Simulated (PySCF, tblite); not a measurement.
# C₄H₃F₃NO₂ radical: geometry, infrared bands and EPR parameters

What infrared bands and EPR parameters should C₄H₃F₃NO₂ radical (`O=[C]N/C=C\OC(F)(F)F`) show?

The runs use tblite 0.8.0 and PySCF 2.14.0, with density-fitted response routines of our own; the level of theory stands in each step. All values are computed, except where a source is named. Atoms are numbered from 0 throughout.

### Step 1. The molecule as given

13 atoms, charge 0, multiplicity 2; geometry from: force field or distance geometry start.

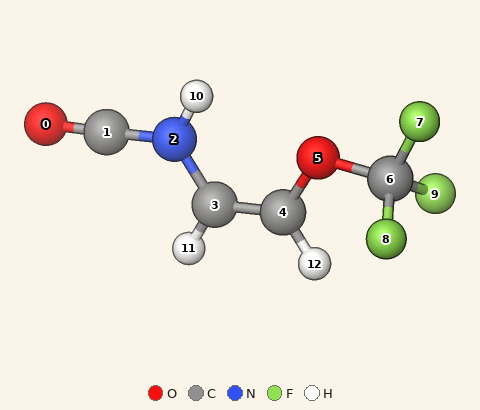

The starting geometry (oxygen red, carbon grey, nitrogen blue, fluorine green, hydrogen white), atoms numbered.

### Step 2. Relaxing the molecule with GFN2-xTB

The job: settings as JSON, then the geometry in Å.

```
{"job": {"kind": "relax", "xc": "GFN2-xTB", "basis": "xTB"}, "charge": 0, "multiplicity": 2}
O      4.216600     0.535800     0.495900
C      3.064100     0.291500     0.355900
N      1.776400    -0.006400     0.221000
C      0.977600     0.698400    -0.662600
C     -0.320000     0.407000    -0.800100
O     -0.949300    -0.591100    -0.107600
C     -2.326100    -0.717100    -0.426100
F     -2.849800    -1.715600     0.315500
F     -2.981100     0.419400    -0.136800
F     -2.490200    -1.011400    -1.726400
H      1.383200    -0.759300     0.775200
H      1.443000     1.487000    -1.224400
H     -0.948700     0.962300    -1.490400
```

Command:

```bash
$ OMP_NUM_THREADS=1 python probes_run.py task.json out
```

The driver reads the jobs from task.json and runs them one after another.

**Question.** This job is followed by: GFN2-xTB harmonic vibrations, gas phase; UKS B3LYP, pcH-1 on C F H N O, non-relativistic, mean-field spin-orbit, GIAO. Predict these results of the whole session: strongest single infrared mode (GFN2-xTB); zero-point energy (GFN2-xTB); g(iso) (B3LYP); ⟨S²⟩; largest a(iso) (averaged by class); potential on the surface of density 0.002 e/bohr³, 1st and 99th percentile.

The runs gave:

```
                                                                  quantity                   value
                                 strongest single infrared mode (GFN2-xTB)  1220 cm⁻¹, 1033 km/mol
                                              zero-point energy (GFN2-xTB)           45.3 kcal/mol
                                                            g(iso) (B3LYP)                 2.00167
                                                                      ⟨S²⟩      0.753 (exact 0.75)
                                        largest a(iso) (averaged by class)    13C on C1, 455.9 MHz
potential on the surface of density 0.002 e/bohr³, 1st and 99th percentile      -1.32 V and 2.03 V
```

In words: The optimisation took 83 steps and gained 0.938 eV; among the close pairs (by a distance rule), O5–C6 changed most, from 1.419 to 1.321 Å. No mode is imaginary among the 33: a minimum at this level. The strongest single mode, at 1220 cm⁻¹, moves mainly C6 and O5. Unscaled tight-binding wavenumbers are off by several per cent, some by more. Its intensities can rank the bands wrongly. C1 carries the largest spin population, 0.65 e. The isotropic g lies 0.7 ppt below the free-electron value. These values are for one conformer; the search (at its own cheap level) found 2 more, at 0.03, 0.12 kcal/mol (those within 0.05 may be mirror or relabelled copies), and measured spectra average over such forms.
